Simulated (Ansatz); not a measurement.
## A computed series for Rb3GaF6: response to strain

Base system: Rb$_{3}$GaF$_{6}$ (space group Fm-3m, No. 225; a cell from a computed database, its experimental status unchecked).

```yaml
crystal:
  lattice:
    - [0.00000, 4.50405, 4.50405]
    - [4.50405, 0.00000, 4.50405]
    - [4.50405, 4.50405, 0.00000]
  atoms:
    - { symbol: Rb, position: [0.75000, 0.75000, 0.75000] }
    - { symbol: Rb, position: [0.25000, 0.25000, 0.25000] }
    - { symbol: Rb, position: [0.50000, 0.50000, 0.50000] }
    - { symbol: Ga, position: [0.00000, 0.00000, 0.00000] }
    - { symbol: F, position: [0.78974, 0.21026, 0.21026] }
    - { symbol: F, position: [0.21026, 0.78974, 0.78974] }
    - { symbol: F, position: [0.21026, 0.78974, 0.21026] }
    - { symbol: F, position: [0.78974, 0.21026, 0.78974] }
    - { symbol: F, position: [0.21026, 0.21026, 0.78974] }
    - { symbol: F, position: [0.78974, 0.78974, 0.21026] }
```

Strains are applied to the cell and any free atomic positions relax.

Computed with r2SCAN in Ansatz (plane waves to 500 eV, PAW, no spin-orbit coupling).

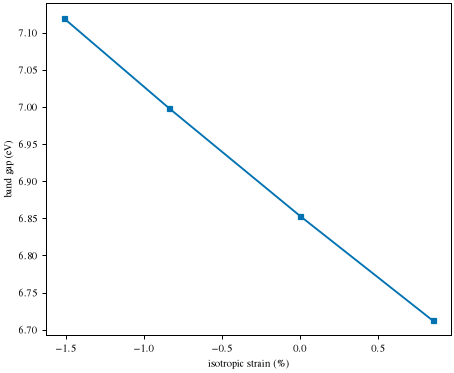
Fig. 1. Band gap against isotropic strain

**Question.** From the plot, what is the band gap for isotropic strain −0.84 %?

**Answer.** About 7.00 eV.

**Question.** Is the trend monotonic over the range shown?

**Answer.** Yes, it falls throughout, spanning 6.71 eV to 7.12 eV.

No phonon test of stability was made.

Ansatz is an electronic-structure program.
